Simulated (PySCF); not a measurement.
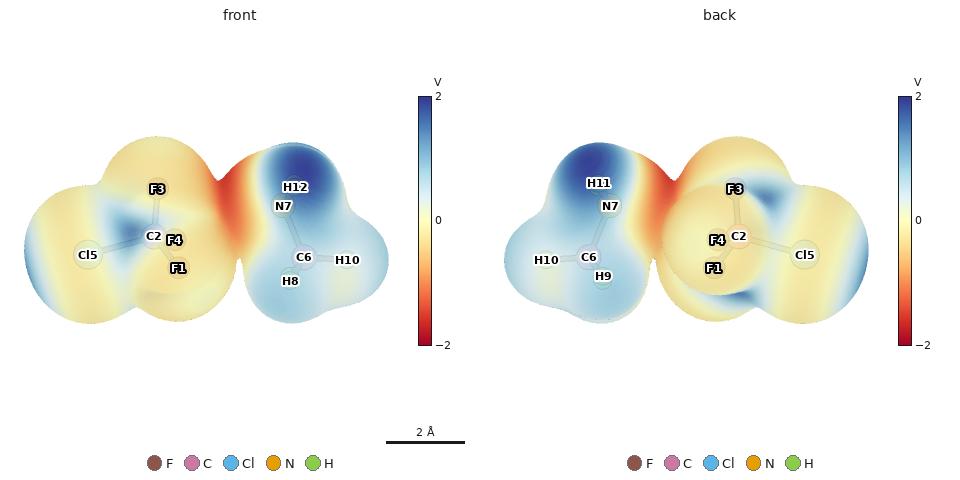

Figure 1: CClF₃···CH₅N. The electrostatic potential painted on the density surface at 0.004 e/bohr³, seen from the front and from behind; red is negative and blue positive.

Geometry: PBE0-D3(BJ)/def2-SVPD.

Theory: wB97M-D3(BJ)/def2-SVPD, SCF density, gas phase in PySCF.

The calculation's input:

```
{"job": {"kind": "inter", "xc": "wB97M-D3(BJ)", "basis": "def2-SVPD", "pairs": false}, "charge": 0, "multiplicity": 1, "parts": [{"atoms": "0-4", "charge": 0, "multiplicity": 1}, {"atoms": "5-11", "charge": 0, "multiplicity": 1}]}
F     -0.720450    -0.817634    -0.783081
C     -0.055053    -0.017609     0.028051
F     -0.874724     0.886363     0.522628
F      0.464715    -0.726418     1.012003
Cl     1.243942     0.786559    -0.870290
C     -2.331457    -2.999977     1.166374
N     -2.546796    -1.676248     1.716960
H     -2.466702    -2.969842     0.076154
H     -1.292167    -3.307718     1.348560
H     -2.992825    -3.790629     1.567083
H     -2.398461    -1.657628     2.720309
H     -3.490882    -1.346827     1.546300
```

Run with:

```sh
OMP_NUM_THREADS=1 python cluster_run.py task.json out
```

> Describe the electrostatic potential map.

The most negative region (about −1.5 V, or −35 kcal/mol for a unit charge) lies over N7, the most positive (about +1.9 V, or +44 kcal/mol for a unit charge) over H11 and H12. Cl5 shows a σ-hole: about +1.4 V, or +32 kcal/mol for a unit charge at the tip opposite its bond, against about −0.2 V on its flanks. N7 is the likeliest acceptor of a hydrogen bond.

> How polar is the complex by this calculation?

Its dipole moment is 1.39 D.
